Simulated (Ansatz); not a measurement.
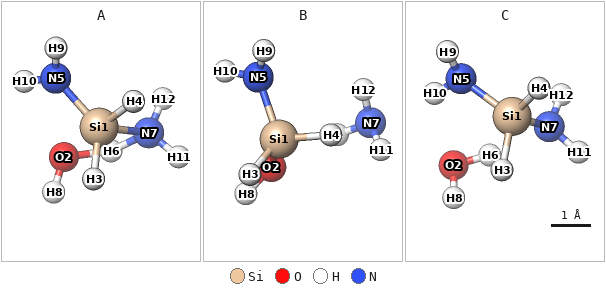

3 geometries from a converged minimum-energy path of SiN₂H₈O, made up of SiNH$_{5}$O and NH3, shuffled. A ball-and-stick model, seen at a tilt.

The calculation used Ansatz 0.2.0, RKS PBE0-D4/def2-SVP. Run with 7 movable images; climbing image; force threshold 0.03 eV/Å; iteration limit 60; starting path through a guess of the saddle point.

**Which frame is the transition state?**

A. In order along the path, whose images run from 0 to 8: B (image 2, +0.20 eV), A (image 5, +0.89 eV), C (image 7, +0.11 eV). Breaking: H6–N7 (1.02 → 1.22 at the top → 1.95 Å), Si1–O2 (1.67 → 2.02 at the top → 3.30 Å). Forming: O2–H6 (2.34 → 1.28 at the top → 0.98 Å), Si1–N7 (3.51 → 1.90 at the top → 1.76 Å).

Limits of the set-up: the start holds two separate molecules, 2.3 Å apart at their closest, whose relative position is a soft coordinate.

The run took 6.5 min on 2 threads of Arm Neoverse N1, with other jobs on the host, peak memory 0.21 GiB.
